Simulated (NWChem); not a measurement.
# One shape, several levels: [NO2]+ (SMILES O=[N+]=O)

We compute a comparison of 6 runs (HF/3-21G, B3LYP/def2-TZVPPD, B3LYP/6-31G*, PBE0/6-311+G**, MP2/6-31G**, CCSD(T)/def2-TZVPPD) of [NO2]+. 

The results are computed with NWChem 7.3.0.

## 1. The structure to begin with

The species is [NO2]+ (3 atoms), meant as a singlet with charge +1. As SMILES, `O=[N+]=O`. The coordinates come from a PBE0-D4/def2-TZVP relaxation.

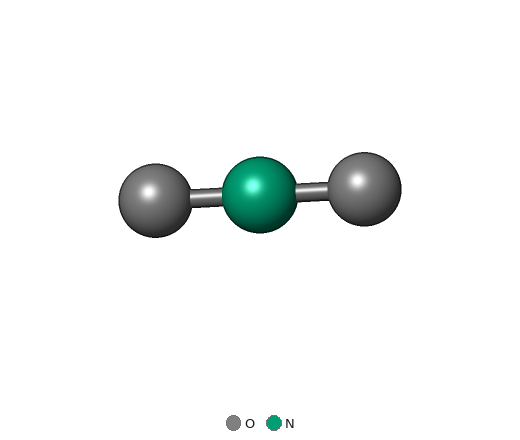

The structure, seen from a chosen angle (oxygen grey, nitrogen teal).

## 2. Energy and gradient at HF/3-21G (run 1)

Contents of nw.nw:

```
echo
start nw
title "NO2"
memory total 2200 mb
charge 1
geometry noautosym nocenter noautoz
  O    -0.572980    0.927020   -0.209580
  N    -0.000010   -0.000010    0.000000
  O     0.572990   -0.927010    0.209580
end
basis spherical bse
  * library 3-21G
end
scf
  nopen 0
  rhf
  thresh 1e-08
  maxiter 80
end
task scf gradient
```

On the command line:

```sh
$ nwchem nw.nw > nw.out
```

Standard output:

```text
[...]
  functions       =    27
[...]
  wavefunction    = RHF
[...]
         Total SCF energy =   -202.460047979760
      One-electron energy =   -403.536243295780
      Two-electron energy =    132.412028171328
 Nuclear repulsion energy =     68.664167144692
        Time for solution =      0.1s
[...]
                         RHF ENERGY GRADIENTS
    atom               coordinates                        gradient
                 x          y          z           x          y          z
   1 O      -1.082775   1.751814  -0.396049    0.002006  -0.003241   0.000733
   2 N      -0.000019  -0.000019   0.000000    0.000003  -0.000015   0.000003
   3 O       1.082794  -1.751795   0.396049   -0.002009   0.003256  -0.000736
[...]
```

It took 0.68 s on 1 thread of AMD EPYC 9B45 (Zen 5), shared host; peak memory 0.099 GiB.

## 3. Energy and gradient at B3LYP/def2-TZVPPD (run 2)

Contents of test.nw:

```
echo
start test
title "NO2 B3LYP"
memory stack 880 mb heap 220 mb global 1100 mb
charge 1

geometry noautosym nocenter noautoz
  O       -0.572980       0.927020      -0.209580
  N       -0.000010      -0.000010       0.000000
  O        0.572990      -0.927010       0.209580
end

basis spherical bse
  O library def2-TZVPPD
  N library def2-TZVPPD
end

dft
  xc b3lyp
  grid fine
  convergence energy 1e-08
  iterations 100
  mulliken
  print low
end

task dft gradient
```

On the command line:

```sh
$ nwchem test.nw > test.out
```

Standard output:

```text
[...]
 d= 0,ls=0.0,diis     1   -204.6787854104 -2.73D+02  1.10D-02  1.82D+00     1.3
[...]
 d= 0,ls=0.0,diis     9   -204.8091916470 -2.65D-10  1.12D-07  3.78D-12     9.4
         Total DFT energy =     -204.809191646972
      One electron energy =     -406.968875389899
           Coulomb energy =      157.128171418894
    Exchange-Corr. energy =      -23.632654820659
 Nuclear repulsion energy =       68.664167144692
[...]
      Total Density - Mulliken Population Analysis
     ---------------------------------------------
    Atom       Charge   Shell Charges
 -----------   ------   -------------------------------------------------------
    1 O    8     8.14   0.79  1.17  0.65  0.99  0.43  0.02  1.83  1.65  0.52  0.01  0.01  0.05  0.01  0.00
    2 N    7     5.71   0.82  1.15  0.66  0.31 -0.07 -0.06  1.55  1.25  0.01  0.04  0.14 -0.11  0.02
    3 O    8     8.14   0.79  1.17  0.65  0.99  0.43  0.02  1.83  1.65  0.52  0.01  0.01  0.05  0.01  0.00
[...]
                         DFT ENERGY GRADIENTS
    atom               coordinates                        gradient
                 x          y          z           x          y          z
   1 O      -1.082775   1.751814  -0.396049    0.007154  -0.011568   0.002616
   2 N      -0.000019  -0.000019   0.000000    0.000006  -0.000021   0.000004
   3 O       1.082794  -1.751795   0.396049   -0.007160   0.011589  -0.002620
 Task  times  cpu:       13.7s     wall:       13.7s
 Total times  cpu:       13.8s     wall:       13.8s
```

Wall time 14 s (1 thread of AMD EPYC 9B45 (Zen 5), shared host); peak memory 0.13 GiB.

Runs 3 to 4 aren't shown in full; the table further down has their settings and results.

## 4. Energy and gradient at MP2/6-31G(d,p) (spherical functions) (run 5)

Contents of geom.nw:

```
start geom
memory total 2200 mb
charge 1

geometry noautosym nocenter noautoz
  O       -0.572980       0.927020      -0.209580
  N       -0.000010      -0.000010       0.000000
  O        0.572990      -0.927010       0.209580
end

basis spherical bse
  * library 6-31G**
end

scf
  singlet
  rhf
  thresh 1e-08
  maxiter 80
  print low
end

mp2
  freeze core 3
  tight
end

task mp2 gradient
```

On the command line:

```sh
$ nwchem geom.nw > geom.out
```

Standard output:

```text
[...]
  functions       =    42
[...]
  wavefunction    = RHF
[...]
         Total SCF energy =   -203.675078259642
      One-electron energy =   -405.826909909212
      Two-electron energy =    133.487664504878
 Nuclear repulsion energy =     68.664167144692
        Time for solution =      0.7s
[...]
          Total MP2 energy          -204.222135809132
[...]
                         mp2 ENERGY GRADIENTS
    atom               coordinates                        gradient
                 x          y          z           x          y          z
   1 O      -1.082775   1.751814  -0.396049    0.056529  -0.091455   0.020676
   2 N      -0.000019  -0.000019   0.000000    0.000013  -0.000025   0.000005
   3 O       1.082794  -1.751795   0.396049   -0.056542   0.091480  -0.020682
[...]
```

Wall time 2.5 s (1 thread of AMD EPYC 9B45 (Zen 5), shared host); peak memory 0.11 GiB.

## 5. The energy at CCSD(T)/def2-TZVPPD (run 6)

Contents of mol.nw:

```
start mol
memory stack 880 mb heap 220 mb global 1100 mb
charge 1

geometry units angstrom noautosym nocenter noautoz
   O       -0.572980       0.927020      -0.209580
   N       -0.000010      -0.000010       0.000000
   O        0.572990      -0.927010       0.209580
end

basis "ao basis" spherical bse
   * library def2-TZVPPD
end

scf
   thresh 1e-08
   maxiter 80
end

ccsd
   freeze core 3
   maxiter 60
end

task ccsd(t) energy
```

On the command line:

```sh
$ nwchem mol.nw > mol.out
```

Standard output:

```text
[...]
  functions       =   117
[...]
  wavefunction    = RHF
[...]
         Total SCF energy =   -203.777608460375
      One-electron energy =   -406.273205968072
      Two-electron energy =    133.831430363005
 Nuclear repulsion energy =     68.664167144692
        Time for solution =     12.6s
[...]
 Total MP2 energy:           -204.461374358664642
[...]
             energy      energy      error      ampl     ampl      Block
                                                time     time      time
[...]
 Total CCSD energy:           -204.429007348398528
[...]
 Total CCSD+T(CCSD) energy:           -204.471300212827742
[...]
 Total CCSD(T) energy:                -204.467738895524576
[...]
```

It took 2.5 min on 1 thread of AMD EPYC 9B45 (Zen 5), shared host; peak memory 0.35 GiB.

## 6. Overview of the runs

```tsv
run	level	iteration cap	module	energy (Eh)	HOMO energy (eV)	LUMO energy (eV)	HOMO–LUMO gap (eV)	wall time
1	HF/3-21G	80	scf	-202.460048	-25.17	-7.23	17.94	0.68 s
2	B3LYP/def2-TZVPPD	100	dft	-204.809192	–	–	–	14 s
3	B3LYP/6-31G* (Cartesian functions)	100	dft	-204.710044	-20.93	-11.17	9.76	3.6 s
4	PBE0/6-311+G**	100	dft	-204.567264	-21.19	-10.86	10.32	6 s
5	MP2/6-31G** (spherical functions)	80	mp2	-204.222136	–	–	–	2.5 s
6	CCSD(T)/def2-TZVPPD	80	ccsd(t)	-204.467739	-25.12	-6.04	19.08	2.5 min
```

## 7. Summary of results

| quantity | value |
| --- | --- |
| run 6: total energy | -204.46774 Eh |
| run 6: HOMO energy (Hartree–Fock orbitals) | -25.12 eV |
| run 6: LUMO energy (Hartree–Fock orbitals) | -6.04 eV |
| run 6: HOMO–LUMO gap (Hartree–Fock orbitals) | 19.08 eV |
| run 6: correlation energy (3 core orbitals frozen) | -690.1 mEh |
| run 6: (T) correction | -38.73 mEh |

**Reading.** Over runs 1, 3, 4 the HOMO–LUMO gap runs from 9.76 eV (B3LYP/6-31G*) to 17.94 eV (HF/3-21G). The two ends differ in method and basis. Totals of different functionals can't be ranked against each other. All runs together took 2.9 min, the longest 2.5 min.
